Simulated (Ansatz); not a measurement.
Consider CuF2 (1T sheet).

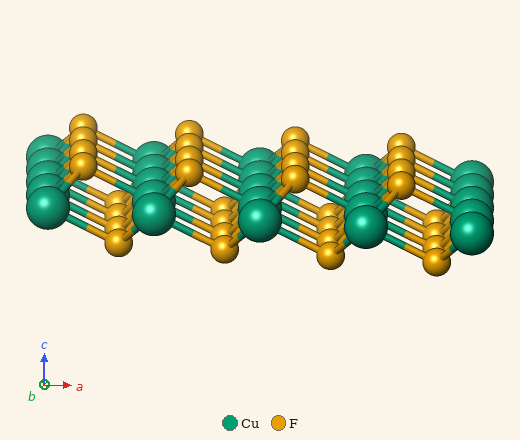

The structure (copper teal, fluorine orange). 4×4×1 cells are drawn. Some periodic images of atoms are drawn too.

The cell holds 3 atoms: 1 Cu and 2 F. Cell: a = 3.136 Å, b = 3.136 Å, c = 28.816 Å, α = 90.0°, β = 90.0°, γ = 120.0°. Vacuum lies along c.

```xyz
3
Lattice="0.0000 -2.2176 2.2176 2.2176 0.0000 -2.2176 16.6372 16.6372 16.6372" Properties=species:S:1:pos:R:3
Cu    5.3429    5.3429    5.3429
F     7.3429    5.1253    5.1253
F     5.5604    3.3428    5.5604
```

The structure was relaxed with PBEsol. The structure was generated from a model, not taken from a measurement. The runs that relaxed it are not among those shown. The program's search for lower electronic states was switched off, so nothing shows that the state found is the lowest. PAW set soft_2, made with PBE.

A constrained-RPA run (Ansatz 0.2.0; non-magnetic PBEsol; Cu d, bands v5 to v1, 6×6×1 mesh, medium accuracy) builds 5 functions on bands 1.8 eV wide, with 9.0 electrons in the window. The bare on-site interaction is 23.2 eV and the bare J 0.78 eV.

Q: Estimate U, U′ and J.

On the Cu d shell, U = 8.88 eV (38 % of the bare value), U′ = 7.55 eV, J = 0.64 eV.

The parent state is non-magnetic and the interaction static (zero frequency); U depends on the window and the orbitals, so it belongs to this model alone.

[Paths, hosts, dates, memory and timing lines, banners, echoed tables and standing remarks are left out of the program output.]

[Logs are printed without paths, hosts, clocks, repeated set-up lines and the standing remarks that a program may print on its own settings, such as how far it seeks lower states.]

[Runs of the session that timed out or met a known fault of the program may be left out.]

[Hosts, paths, dates, database ids (printed as entryN), source tags and the programs' standing remarks are cut or masked in the printed files.]
